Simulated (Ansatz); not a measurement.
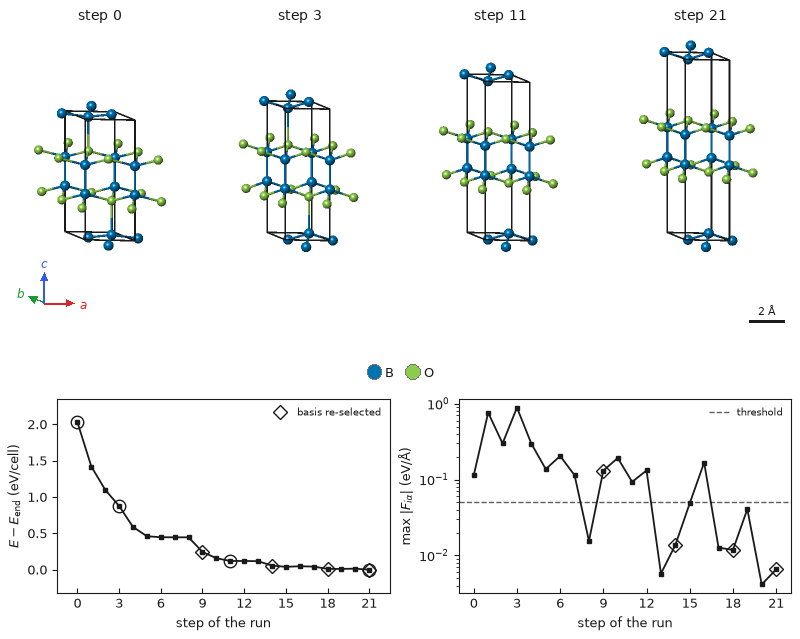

Frames of a relaxation of crystalline B$_{2}$O (set up in P-3m1) (coarse preliminary run), marked on the history of the run. Style: ball-and-stick. Shown: the cell of the calculation, slightly off an axis.

Method: DFT PBE, scalar-relativistic, plane waves, PAW (Ansatz 0.2.0).

Input file:
```yaml
crystal:
  lattice:
    - [2.8790012395, 0.0, 0.0]
    - [-1.4395006198, 2.4932882109, 0.0]
    - [0.0, 0.0, 7.052]
  atoms:
    - { symbol: B, position: [0.0, 0.0, 0.38] }
    - { symbol: B, position: [0.0, 0.0, 0.62] }
    - { symbol: B, position: [0.6666666667, 0.3333333333, 0.023] }
    - { symbol: B, position: [0.3333333333, 0.6666666667, 0.977] }
    - { symbol: O, position: [0.6666666667, 0.3333333333, 0.306] }
    - { symbol: O, position: [0.3333333333, 0.6666666667, 0.694] }
basis:
  ecutwfc: 420
kpoints:
  mp_grid: { grid: [12, 12, 4] }
hamiltonian:
  xc: pbe
scf:
  occupations: { method: gaussian, width: 0.1 }
output:
  forces: true
  stress: true
  eigenvalues: true
relax:
  adjacent_minimum: "off"
  f_tol: 0.05
  max_steps: 80
  cell: { stress_tol: 0.5 }
```

Run as
```bash
ansatz run input.yaml --threads 1 --pin off --max-ram 2560MiB --backend cpu --events-out ev --progress --plain --runs-dir out
```

Q: What happens along the run?

A: The energy falls by 2.028 eV per cell of the calculation in 17 accepted moves (21 points after the start). The largest force component goes from 0.11 to 0.0065 eV/Å. The pressure goes from −18.97 to 0.13 GPa. The SCF was repeated 4 times at an unchanged geometry on a basis and grid sized afresh for the cell, which shifted the energy by 0.201 eV per cell of the calculation at most. The largest moves relative to the cell, 0.62 Å, are those of O5 and O6. O5 goes along +c. By element the largest moves are O 0.62 Å, B 0.39 Å. The volume changes by +18.3 %, with a = b 2.879 → 2.560 Å (−11.1 %), c 7.052 → 10.552 Å (+49.6 %). Among the contacts that change: B3–O5 1.996 → 3.578 Å, B1–O5 1.742 → 1.579 Å, B3–B4 1.694 → 1.574 Å, B1–B2 1.692 → 1.746 Å. Bond angles that change, for instance: B4–B3–B4 116.4° → 108.9°, B1–B2–O6 107.4° → 110.6°, B2–O6–B2 111.4° → 108.3°. The space group stays P-3m1 (No. 164). From step 0 to 3: B atoms move most (0.09 Å), volume −12.0 %, energy −1.151 eV per cell of the calculation. From step 3 to 11: O atoms move most (0.31 Å), volume +18.8 %, energy −0.756 eV per cell of the calculation. From step 11 to 21: O atoms move most (0.19 Å), volume +13.2 %, energy −0.121 eV per cell of the calculation.
